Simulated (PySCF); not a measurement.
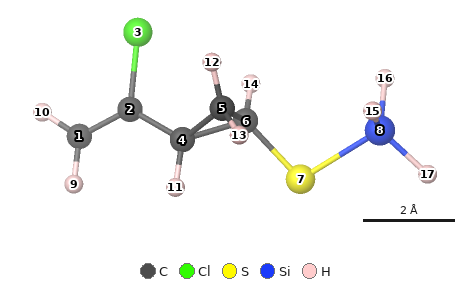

Fig. 1: The input geometry (ball-and-stick view, seen on its broad side; atoms are numbered from 1 in the order of the input). Bond lengths as drawn: C–C 1.32 to 1.51 Å, C–Cl 1.74 Å, C–H 1.07 to 1.08 Å, C–S 1.80 Å, H–Si 1.45 to 1.46 Å and S–Si 2.15 Å.

**Excited-state calculation, with input and output: C$_{5}$H$_{9}$ClSSi**

System: C$_{5}$H$_{9}$ClSSi.
Method: TDDFT CAM-B3LYP/def2-SVPD, vertical, gas phase, core orbitals frozen in the response (PySCF 2.14.0).

The geometry comes from this level: GFN2-xTB. It belongs to a series of runs on one base structure; here: constitutional isomer.

## Output
```
coarse grid: 15888 points
cycle   1  E = -1343.0139630085  dE =  1.199e+00  |g| = 3.878e-01  |ddm| = 7.436e+00
cycle   2  E = -1343.0237084525  dE = -9.745e-03  |g| = 3.965e-01  |ddm| = 1.746e+00
cycle   3  E = -1343.0604626732  dE = -3.675e-02  |g| = 7.022e-02  |ddm| = 9.103e-01
cycle   4  E = -1343.0616769596  dE = -1.214e-03  |g| = 3.025e-02  |ddm| = 2.048e-01
cycle   5  E = -1343.0619315812  dE = -2.546e-04  |g| = 5.461e-03  |ddm| = 8.780e-02
cycle   6  E = -1343.0619401235  dE = -8.542e-06  |g| = 1.594e-03  |ddm| = 2.196e-02
final grid: 139808 points
cycle   7  E = -1343.2225780173  dE = -3.342e-05  |g| = 3.772e-03  |ddm| = 1.096e-01
cycle   8  E = -1343.2225778431  dE =  1.742e-07  |g| = 3.964e-03  |ddm| = 1.866e-02
cycle   9  E = -1343.2225818216  dE = -3.978e-06  |g| = 4.442e-04  |ddm| = 8.712e-03
cycle  10  E = -1343.2225818635  dE = -4.194e-08  |g| = 2.298e-04  |ddm| = 1.444e-03
cycle  11  E = -1343.2225818767  dE = -1.323e-08  |g| = 3.363e-05  |ddm| = 5.638e-04
cycle  12  E = -1343.2225818771  dE = -3.947e-10  |g| = 7.994e-06  |ddm| = 1.180e-04
```

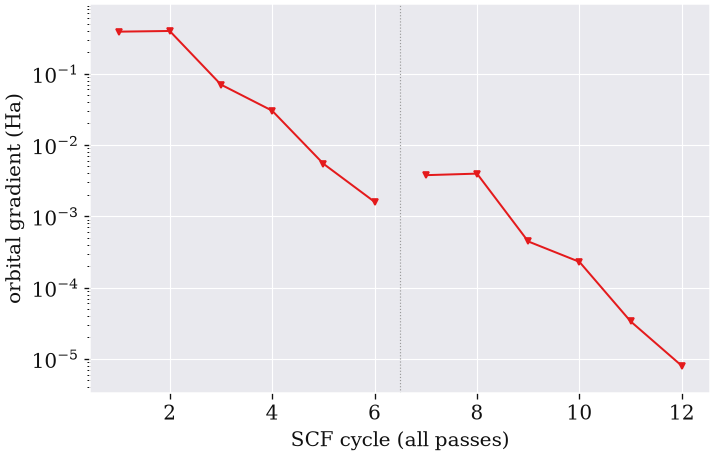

Fig. 2: Convergence of the self-consistent field: orbital gradient against the SCF cycle. The dotted line marks the change from a coarse to the final integration grid. The first 6 cycles use a coarse grid, the final grid takes over at cycle 7, and the field converges after 12 cycles in all.

```
converged SCF energy = -1343.2225818771

Static polarisability (au): isotropic 120.696, principal 93.170 111.296 157.623

Singlet excitations
state   eV       nm        f      main configurations
  1   5.7424    215.9   0.00632   H->L+1 0.58, H->L+5 0.12
  2   6.0723    204.2   0.00804   H->L 0.49, H->L+3 0.21, H->L+2 0.14
  3   6.4946    190.9   0.06065   H-1->L+1 0.18, H-1->L+3 0.18, H-1->L+2 0.14
  4   6.5234    190.1   0.42191   H-1->L 0.64, H->L 0.08
  5   6.7057    184.9   0.04807   H->L+2 0.37, H->L 0.22, H-1->L 0.11
  6   6.8462    181.1   0.00091   H->L+2 0.24, H->L+5 0.15, H->L+3 0.14
  7   6.9973    177.2   0.01256   H-1->L+4 0.20, H-1->L+1 0.18, H-1->L+3 0.16
  8   7.1457    173.5   0.01960   H->L+4 0.42, H->L+8 0.16, H->L+6 0.09

Triplet excitations (Tamm-Dancoff, eV): 4.0736 5.3437 5.6984
```

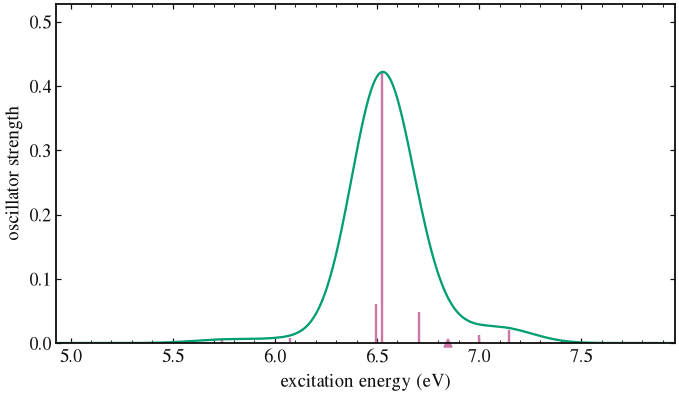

Fig. 3: Computed excitations as sticks (degenerate states added up, dark ones marked on the axis), with a Gaussian envelope of 0.35 eV full width at half maximum, scaled to the tallest. Of the 8 states the lowest lies at 5.74 eV (f = 0.006); the strongest line is at 6.52 eV, or 190 nm (f = 0.422).

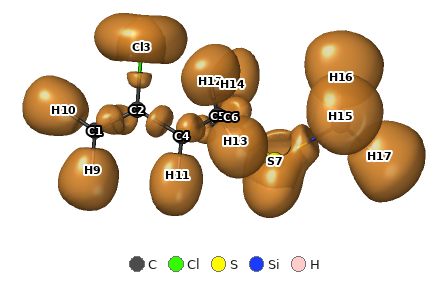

Fig. 4: Isosurface of the electron localisation function at 0.8 (orange), seen at a tilt. Only the valence region is drawn (cores and ρ < 0.01 e/Å³ removed). Values along the shortest contacts: C–C (1.32 Å): the ELF peaks at about 0.90 between the atoms; a double or triple bond.

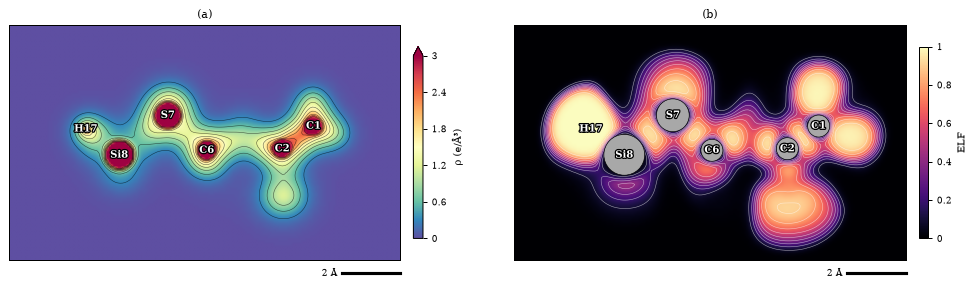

Fig. 5: (a) electron density; (b) ELF on the plane of atoms S7, Si8 and H17. Grey discs, where drawn, cover atomic cores. The section cuts through C, S, Si and H sites. C–C (1.32 Å): ρ at the midpoint is about 2.4 e/Å³; the ELF peaks at about 0.90 between the atoms; a multiple bond by its length, whose ELF region spreads away from the axis. Si–S (2.15 Å): ρ is about 0.83 e/Å³ halfway; the ELF peaks at about 0.95 between the atoms (localised, shared-pair bonding). Si–H (1.45 Å): ρ is about 0.82 e/Å³ halfway; the ELF climbs to about 1 towards the hydrogen, as it does in any bond to H.

This output came from the following input.

## Input file
```
{"job": {"kind": "uv", "xc": "CAM-B3LYP", "basis": "def2-SVPD", "nstates": 8, "ntriplets": 3}, "charge": 0, "multiplicity": 1}
C     -3.151874     1.218386    -0.128587
C     -2.142528     0.524202     0.373383
Cl    -2.200537     0.001420     2.028345
C     -0.929256     0.144513    -0.365918
C     -0.206402    -1.148593    -0.087243
C      0.415926     0.145189     0.313503
S      1.818402     0.791298    -0.608953
Si     3.379330    -0.364856     0.302004
H     -3.130778     1.550762    -1.150691
H     -4.017369     1.473530     0.455100
H     -0.940007     0.480394    -1.395025
H     -0.591652    -1.788951     0.692178
H      0.206811    -1.671696    -0.936113
H      0.451919     0.404614     1.362417
H      3.085307    -1.774737     0.069897
H      3.372052    -0.071582     1.730444
H      4.573658     0.098137    -0.378132
```

The first line tells a small driver script what to run in PySCF; the rest is the geometry in Å.

Launched with:
```bash
OMP_NUM_THREADS=1 python <driver script> task.json out
```

## Results in brief

```tsv
quantity	value
outcome	converged
total energy	−1343.222582 hartree
HOMO	−8.21 eV
LUMO	0.73 eV
dipole moment	0.97 D
mean polarisability	120.70 a.u.
lowest singlet excitation	5.74 eV
hardware	1 CPU thread, shared host
wall time	2.5 min
peak memory	1.2 GiB
```
